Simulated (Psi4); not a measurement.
**C3H4F2 (SMILES F/C=C\CF): HF/6-31G(d) (spherical functions)**

Aim: the energy change on altering one bond length of C3H4F2 at HF/6-31G* (spherical functions), from 2 runs. 

Program for the calculation: Psi4 1.11.

1 further run of the same task is left out (set aside as unsound or not needed).

## 1. The system as given

C3H4F2: 9 atoms, total charge 0, spin state singlet. SMILES: `F/C=C\CF`. The coordinates come from a PBE0-D4/def2-TZVP relaxation. This is one conformer, not always the lowest.

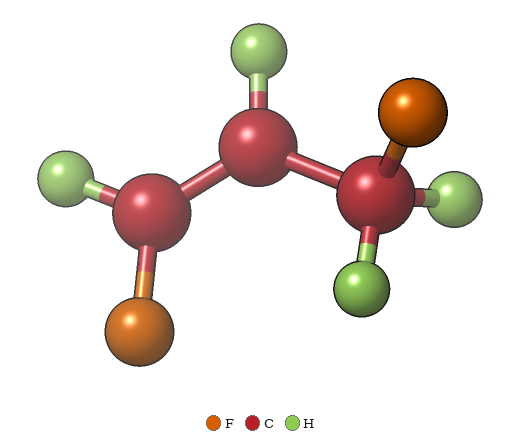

The structure, seen from a chosen angle (fluorine orange, carbon red, hydrogen green).

## 2. A single-point energy at HF/6-31G(d) (spherical functions)

The input, job.json:

```json
{
 "schema_name": "qcschema_input",
 "schema_version": 1,
 "molecule": {
  "schema_name": "qcschema_molecule",
  "schema_version": 2,
  "symbols": ["F", "C", "C", "C", "F", "H", "H", "H", "H"],
  "geometry": [-3.34727188, 1.31562733, -1.4441287, -1.43014473, -0.15835905, -2.17091737, 0.51003708, -0.67160866, -0.68842723, 0.83053463, 0.29328549, 1.92638681, 3.1305203, 1.53332378, 2.14238251, -1.67977755, -0.86681737, -4.07595028, 1.96985051, -1.89218277, -1.44677432, 0.84999881, -1.25988041, 3.29322572, -0.66631743, 1.61911734, 2.43188855],
  "molecular_charge": 0,
  "molecular_multiplicity": 1,
  "fix_symmetry": "c1",
  "fix_com": true,
  "fix_orientation": true
 },
 "driver": "energy",
 "model": {
  "method": "hf",
  "basis": "6-31G*"
 },
 "keywords": {
  "reference": "rhf",
  "puream": true,
  "e_convergence": 1e-09,
  "d_convergence": 1e-08,
  "scf_type": "pk"
 }
}
```

Command:

```
$ psi4 --qcschema job.json -n 1 --memory 2200MB
```

stdout:

```text
[...]
  Running in c1 symmetry.
[...]
  Nuclear repulsion =  168.442552202306160
[...]
  Multiplicity = 1
[...]
  Nalpha       = 20
  Nbeta        = 20
[...]
    Number of basis functions: 78
[...]
   @RHF iter   1:  -314.68983720189544   -8.09019e-01   4.72694e-03 DIIS/ADIIS
[...]
   @RHF iter  12:  -314.76248926028052   -5.57066e-12   9.18697e-09 DIIS
[...]
    Orbital Energies [Eh]
    ---------------------
    Doubly Occupied:
       1A    -26.314149     2A    -26.266912     3A    -11.335528
       4A    -11.313952     5A    -11.243039     6A     -1.632779
       7A     -1.577135     8A     -1.089064     9A     -0.949402
      10A     -0.819188    11A     -0.751523    12A     -0.712821
      13A     -0.698561    14A     -0.686853    15A     -0.666686
      16A     -0.622441    17A     -0.587560    18A     -0.523196
      19A     -0.516624    20A     -0.384560
[...]
  @RHF Final Energy:  -314.76248926028052
   => Energetics <=
    Nuclear Repulsion Energy =            168.4425522023061603
    One-Electron Energy =                -769.0261379719852357
    Two-Electron Energy =                 285.8210965093985578
    Total Energy =                       -314.7624892602805176
[...]
 Multipole Moments:
 ------------------------------------------------------------------------------------
     Multipole            Electronic (a.u.)      Nuclear  (a.u.)        Total (a.u.)
 ------------------------------------------------------------------------------------
 L = 1.  Multiply by 2.5417464519 to convert [e a0] to [Debye]
 Dipole X            :          1.7270974           -2.0144480           -0.2873506
 Dipole Y            :        -20.7549468           20.0207035           -0.7342433
 Dipole Z            :         -1.2333999            0.8889272           -0.3444727
 Magnitude           :                                                    0.8604330
[...]
```

The result, in JSON:

```text
{
 "driver": "energy",
 "model": {
  "method": "hf",
  "basis": "6-31G*"
 },
 "success": true,
 "return_result": -314.7624892602805,
 "properties": {
  "calcinfo_nbasis": 78,
  "calcinfo_nmo": 78,
  "calcinfo_nalpha": 20,
  "calcinfo_nbeta": 20,
  "calcinfo_natom": 9,
  "nuclear_repulsion_energy": 168.44255220230616,
  "return_energy": -314.7624892602805,
  "scf_one_electron_energy": -769.0261379719852,
  "scf_two_electron_energy": 285.82109650939856,
  "scf_dipole_moment": [-0.2873505784122248, -0.7342432971018162, -0.3444727065184545],
  "scf_total_energy": -314.7624892602805,
  "scf_iterations": 12
 }
}
```

Run time: 4.2 s. Hardware: 1 thread of AMD EPYC 7R43 (Zen 3), shared host; peak memory 0.25 GiB.

## 3. The distorted shape: energy and gradient at HF/6-31G(d) (spherical functions)

The input, calc.in:

```
memory 2200 mb

molecule mol {
  0 1
  F     -2.582881     1.320185    -0.456527
  C     -0.756800    -0.083800    -1.148800
  C      0.269900    -0.355400    -0.364300
  C      0.439500     0.155200     1.019400
  F      1.656600     0.811400     1.133700
  H     -0.888900    -0.458700    -2.156900
  H      1.042400    -1.001300    -0.765600
  H      0.449800    -0.666700     1.742700
  H     -0.352600     0.856800     1.286900
  symmetry c1
  no_reorient
  no_com
}

set basis 6-31G*
set puream true
set e_convergence 1e-09
set d_convergence 1e-08
set scf_type pk

e, wfn = gradient("scf", return_wfn=True)
oeprop(wfn, "QUADRUPOLE", "MULLIKEN_CHARGES", "LOWDIN_CHARGES")
```

Command:

```
$ psi4 -n 1 calc.in calc.out
```

calc.out (excerpt; [...] marks lines left out):

```text
[...]
  Running in c1 symmetry.
[...]
  Nuclear repulsion =  150.372783161597624
[...]
  Multiplicity = 1
[...]
  Nalpha       = 20
  Nbeta        = 20
[...]
    Number of basis functions: 78
[...]
   @RHF iter   1:  -314.36711366821362   -1.26726e+00   7.48372e-03 DIIS/ADIIS
[...]
   @RHF iter  15:  -314.55259998855058   -1.16529e-11   9.21220e-09 DIIS
[...]
  @RHF Final Energy:  -314.55259998855058
   => Energetics <=
    Nuclear Repulsion Energy =            150.3727831615976243
    One-Electron Energy =                -733.1530513344520159
    Two-Electron Energy =                 268.2276681843038659
    Total Energy =                       -314.5525999885505826
[...]
  -Total Gradient:
     Atom            X                  Y                   Z
    ------   -----------------  -----------------  -----------------
       1       -0.067527318440     0.050476170786     0.021593300412
       2       -0.016408319673     0.005861871211    -0.011043675741
       3        0.044790518826    -0.030309243152     0.001376712483
       4       -0.006263389717    -0.013569684382    -0.029885415198
       5        0.013450853080     0.010513382026     0.005727950649
       6        0.030868026168    -0.021587324078    -0.007884308751
       7        0.006438496230    -0.002324775753     0.005883378805
       8        0.000433000957    -0.005601834469     0.008221168195
       9       -0.005781867431     0.006541437812     0.006010889146
[...]
 Multipole Moments:
 ------------------------------------------------------------------------------------
[...]
  Mulliken Charges: (a.u.)
   Center  Symbol    Alpha    Beta     Spin     Total
       1     F     4.75552  4.75552  0.00000 -0.51104
       2     C     2.98432  2.98432  0.00000  0.03135
       3     C     3.10824  3.10824  0.00000 -0.21648
       4     C     2.93883  2.93883  0.00000  0.12235
       5     F     4.72298  4.72298  0.00000 -0.44596
       6     H     0.35192  0.35192  0.00000  0.29616
       7     H     0.35556  0.35556  0.00000  0.28888
       8     H     0.40613  0.40613  0.00000  0.18774
       9     H     0.37649  0.37649  0.00000  0.24701
   Total alpha = 20.00000, Total beta = 20.00000, Total charge = -0.00000
[...]
```

Run time: 6.6 s. Hardware: 1 thread of AMD EPYC 7R43 (Zen 3), shared host; peak memory 0.25 GiB.

## 4. What came out

At HF/6-31G* (spherical functions):

| quantity | value |
| --- | --- |
| first shape: total energy | -314.76249 Eh |
| first shape: dipole moment | 2.19 D |
| first shape: HOMO energy | -10.46 eV |
| first shape: LUMO energy | 4.56 eV |
| first shape: HOMO–LUMO gap | 15.02 eV |
| distorted shape: total energy | -314.55260 Eh |
| distorted shape: dipole moment | 6.34 D |
| distorted shape: HOMO energy | -11.47 eV |
| distorted shape: LUMO energy | -0.42 eV |
| distorted shape: HOMO–LUMO gap | 11.05 eV |
| distorted shape: largest force on an atom | 4.475 eV/Å |
| energy change with the F1–C2 bond stretched from 1.336 to 2.405 Å | 5.711 eV |

**Reading.** With the F1–C2 bond stretched from 1.336 to 2.405 Å the energy rises by 5.71 eV (551 kJ/mol). The first shape isn't relaxed at this level, so the change isn't measured from a minimum. A restricted reference can't describe the breaking bond well at this length. Mulliken charges (distorted shape) run from -0.51 on F1 to +0.30 on H6.
